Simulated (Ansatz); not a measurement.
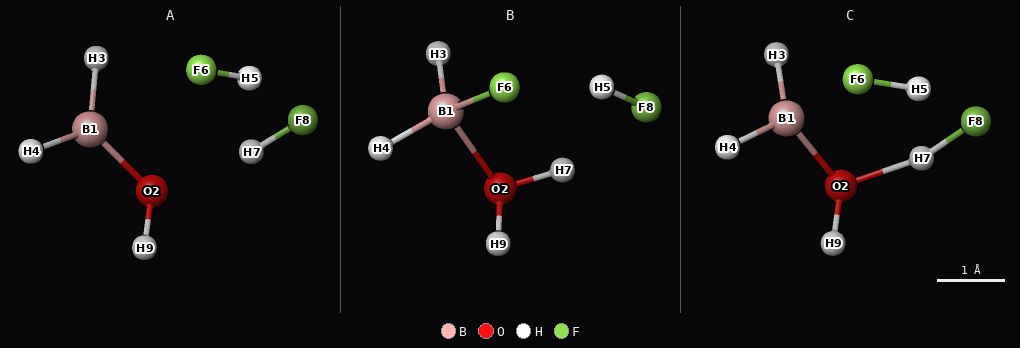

Three geometries of BH$_{5}$OF$_{2}$: a saddle point and the two minima that it joins, in shuffled order. A ball-and-stick model, seen at a tilt. Sticks join atoms that are closer than about 1.2 times the sum of their covalent radii (a little more with hydrogen).

Stationary points at PBE0-D4/def2-TZVP, single-point energies with wB97M-V, PBE0-D4, CCSD(T) (def2-TZVPP where no basis is named; Ansatz 0.2.0). The energies are electronic, without zero-point or thermal terms, and both ends are the minima reached downhill from the saddle, with any fragments still in contact.

Identify the saddle point and describe the reaction.

Answer. Frame C is the saddle point. Counted by bonded pieces, A holds BH₃O + HF + HF and B holds BH₄OF + HF. From A over the saddle to B, bonds form: B1–F6 (2.63 → 1.70 → 1.43 Å), O2–H7 (1.61 → 1.29 → 0.98 Å), H5–F8 (1.69 → 1.31 → 0.95 Å). Bonds break: H5–F6 (0.94 → 1.03 → 1.57 Å), H7–F8 (0.95 → 1.07 → 1.74 Å). Bonds that stay but change much: B1–O2 (1.37 → 1.47 → 1.63 Å). The saddle has one imaginary mode, 427i cm⁻¹. With wB97M-V the barrier is 20.1 kJ/mol from A and 54.9 kJ/mol from B, and B lies 34.7 kJ/mol below A.

```csv
level,barrier from A (kJ/mol),barrier from B (kJ/mol),B less A (kJ/mol)
wB97M-V,20.1,54.9,−34.7
PBE0-D4,12.6,49.4,−36.8
CCSD(T),24.2,56.7,−32.5
```
